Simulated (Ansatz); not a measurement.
Input file:

```
crystal:
  lattice:
    - [3.901668115, 0.0, 0.0]
    - [0.0, 3.901668115, 0.0]
    - [0.0, 0.0, 5.69709532]
  atoms:
    - { symbol: Ti, position: [0.0, 0.0, 0.75] }
    - { symbol: Ti, position: [0.0, 0.0, 0.25] }
    - { symbol: Ta, position: [0.5, 0.5, 0.0] }
    - { symbol: Ta, position: [0.5, 0.5, 0.5] }
    - { symbol: "N", position: [0.5, 0.0, 0.5] }
    - { symbol: "N", position: [0.0, 0.5, 0.0] }
basis:
  ecutwfc: 420
kpoints:
  mp_grid: { grid: [10, 10, 8] }
hamiltonian:
  xc: pbe
scf:
  occupations: { method: gaussian, width: 0.1 }
output:
  forces: true
  stress: true
  eigenvalues: true
  write_density: true
  write_potential: true
  elf: true
  volumetric_format: npy
relax:
  adjacent_minimum: "off"
  f_tol: 0.01
  max_steps: 80
  cell: { stress_tol: 0.05 }
```

Run with:

```sh
ansatz run input.yaml --threads 1 --pin off --max-ram 2560MiB --backend cpu --events-out ev --progress --plain --runs-dir out
```

Below, planes, directions and counts refer to the conventional cell (a = 3.90 Å, b = 3.90 Å, c = 5.72 Å, α = 90.00°, β = 90.00°, γ = 90.00°).

The fields are those of the run's last geometry, not of the input's.

Space group P4₂/mmc; a structure generated by program, which may or may not match a known phase; computed without spin polarisation.

Theory: DFT PBE, scalar-relativistic, plane waves, PAW in Ansatz.

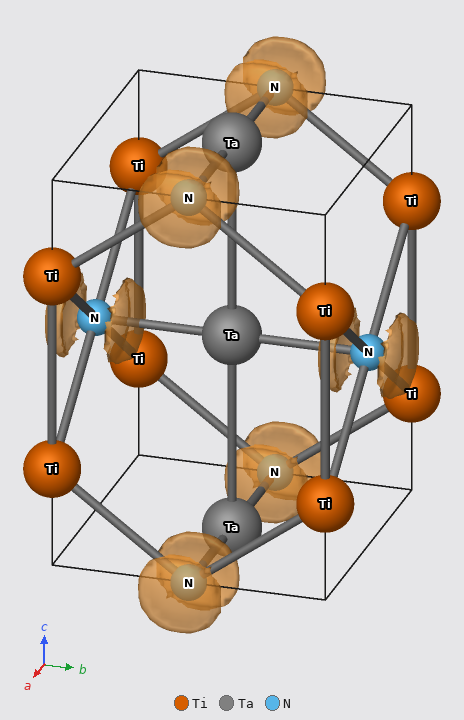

TaTiN. Isosurface of the ELF at 0.8 (orange), seen at an oblique angle. Only the valence region is drawn (cores and ρ < 0.01 e/Å³ removed). Sticks mark near contacts.

Describe the localisation domains.

Answer. The ELF exceeds this value in four lobes of the valence shell of N pointing towards Ta, counted in one cell of 6 atoms. Regions shared between cells count once. Along the contacts the grid gives the following. Ta–N (1.95 Å): the ELF peaks at about 0.85 in the valence shell of N, 0.6 Å from its nucleus, and drops to about 0.25 between the two atoms (no localised pair shows between them). Ti–N (2.42 Å): the ELF peaks at about 0.75 in the valence shell of N, 0.7 Å from its nucleus, and is about 0.15 at the midpoint (no shared electron pair shows on this line).
